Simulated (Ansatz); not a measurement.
C2H5MgSi: several calculations on one system

Part 1: Relaxation

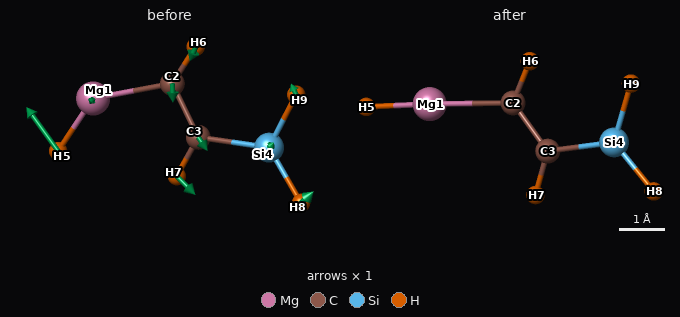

The structure of C₂H₅MgSi (charge +1) before (left) and after (right) a relaxation, at one scale. The green arrows give the displacements, at their true length.

A ball-and-stick model, seen at a tilt.

The run prepares an end point of a later path (torsion) calculation, from a guessed geometry.

Computed with RHF/def2-SVP (Ansatz).

The input:
```yaml
crystal:
  periodic: [false, false, false]
  atoms:
    - { symbol: Mg, position_ang: [-0.70416, 2.1021, -1.56868] }
    - { symbol: C, position_ang: [-0.74959, 0.09373, -0.8146] }
    - { symbol: C, position_ang: [0.18141, 0.05014, 0.16599] }
    - { symbol: Si, position_ang: [0.52057, -1.49548, 1.13656] }
    - { symbol: H, position_ang: [0.06023, 3.47275, -1.32233] }
    - { symbol: H, position_ang: [-1.28963, -0.83689, -0.99899] }
    - { symbol: H, position_ang: [0.75713, 0.95805, 0.39707] }
    - { symbol: H, position_ang: [1.49823, -1.67083, 2.20469] }
    - { symbol: H, position_ang: [-0.27419, -2.67356, 0.80029] }
total_charge: 1
basis:
  gaussian: { orbitals: def2-SVP }
hamiltonian:
  xc: hf
relax:
  f_tol: 0.015
  max_steps: 40
```

Launched with:
```bash
ansatz run input.yaml --threads 1 --pin off --max-ram 2048MiB --backend cpu --events-out ev --progress --plain --runs-dir out
```

Q: Summarise the run.

A: The energy falls by 0.357 eV in 9 geometry steps. The largest force component goes from 1.4 to 0.013 eV/Å. The largest move after the best rigid fit is that of H5, 1.26 Å. Largest moves by element: H 1.26 Å, C 0.44 Å, Si 0.19 Å, Mg 0.16 Å. Some distances before and after: Mg1–H5 1.589 → 1.675 Å, C3–Si4 1.856 → 1.780 Å, Mg1–C2 2.146 → 2.192 Å, C2–C3 1.353 → 1.368 Å. Among the angles between lasting bonds that change: C2–Mg1–H5 139.8° → 178.5°, Mg1–C2–C3 105.7° → 125.7°, Mg1–C2–H6 138.5° → 119.7°.

Part 2: Relaxation

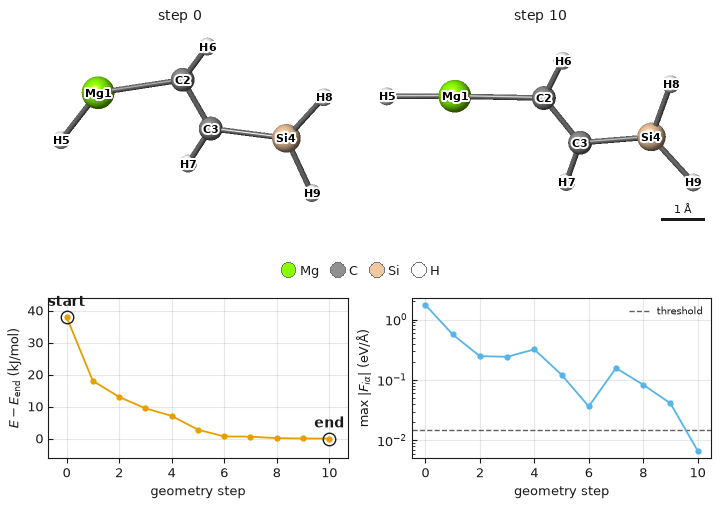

First and last geometry of a relaxation of C$_{2}$H$_{5}$MgSi (charge +1), with the history of the run. The picture is a ball-and-stick view, seen at a tilt.

The run prepares an end point of a later path (torsion) calculation, from a guessed geometry.

These are results of RHF/def2-SVP (Ansatz 0.2.0), not measurements.

Input
```yaml
crystal:
  periodic: [false, false, false]
  atoms:
    - { symbol: Mg, position_ang: [-0.70416, 2.1021, -1.56868] }
    - { symbol: C, position_ang: [-0.74959, 0.09373, -0.8146] }
    - { symbol: C, position_ang: [0.18141, 0.05014, 0.16599] }
    - { symbol: Si, position_ang: [0.52057, -1.49548, 1.13656] }
    - { symbol: H, position_ang: [0.06023, 3.47275, -1.32233] }
    - { symbol: H, position_ang: [-1.28963, -0.83689, -0.99899] }
    - { symbol: H, position_ang: [0.75713, 0.95805, 0.39707] }
    - { symbol: H, position_ang: [-0.1344, -2.79068, 0.99186] }
    - { symbol: H, position_ang: [1.55645, -1.41624, 2.16285] }
total_charge: 1
basis:
  gaussian: { orbitals: def2-SVP }
hamiltonian:
  xc: hf
relax:
  f_tol: 0.015
  max_steps: 40
```

Run as
```bash
ansatz run input.yaml --threads 1 --pin off --max-ram 2048MiB --backend cpu --events-out ev --progress --plain --runs-dir out
```

What do the curves and the structures tell?

It converged. Over 10 geometry steps the energy falls by 38.0 kJ/mol. Largest force component: 1.8 eV/Å at the start, 0.0068 eV/Å at the end. The largest move after the best rigid fit is that of H5, 1.32 Å. By element the largest moves are H 1.32 Å, C 0.46 Å, Si 0.13 Å, Mg 0.13 Å. Among the contacts that change: Mg1–H5 1.589 → 1.675 Å, C3–Si4 1.856 → 1.780 Å, Mg1–C2 2.146 → 2.191 Å, C2–C3 1.353 → 1.368 Å. Among the angles between lasting bonds that change: C2–Mg1–H5 139.8° → 178.6°, Mg1–C2–C3 105.7° → 125.8°, Mg1–C2–H6 138.5° → 119.5°. The run took roughly 19 core-seconds on a shared host.

```
step  E − E(0), kJ/mol  largest force component, eV/Å
   0              0.00                         1.7535
   1            -19.97                         0.5688
   2            -24.97                         0.2483
   3            -28.54                         0.2425
   4            -30.91                         0.3209
   5            -35.21                         0.1227
   6            -37.33                         0.0365
   7            -37.40                         0.1576
   8            -37.85                         0.0836
   9            -37.97                         0.0412
  10            -37.98                         0.0068
```

Part 3: Path

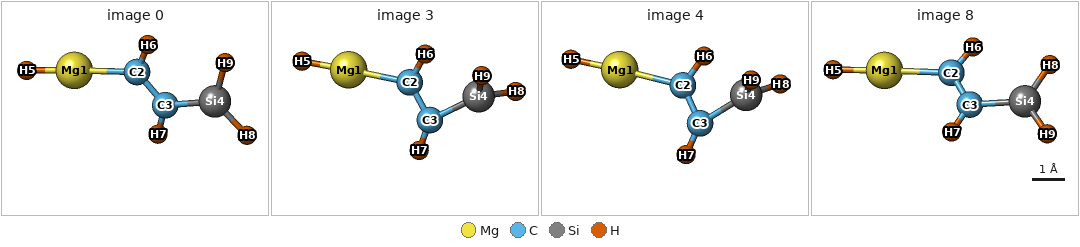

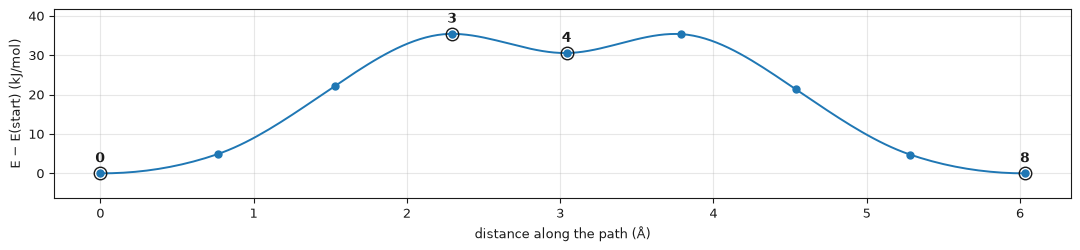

A nudged-elastic-band calculation for C$_{2}$H$_{5}$MgSi (charge +1). Images are numbered from 0 (start) to 8 (end). Style: ball-and-stick. Shown at a tilt.

Computed with RHF/def2-SVP in Ansatz. Settings: 7 movable images; climbing image; force threshold 0.05 eV/Å; iteration limit 60; starting path through a guess of the saddle point.

> Describe the mechanism and the energy profile.

The barrier is about 35.4 kJ/mol in both directions, with image 3 at the top; the ends have the same energy. The profile has 2 maxima (images 3, 5) with a dip at image 4 (+30.6 kJ/mol), so the process runs in steps. The path has more than one stage, and so few images may leave a stage unresolved. No bond forms or breaks between the ends. Bond angles that change up to the highest image, for instance: C2–C3–Si4 119.9° → 93.5°, Si4–C3–H7 118.9° → 137.8°. The band converged in 23 iterations. The largest component of the band force went from 43 to 0.048 eV/Å. The climbing image converged on the top of the path. Its vibrational analysis gives one imaginary mode (254i cm⁻¹), as a transition state must have.

The run took roughly 4 core-minutes on a shared host.
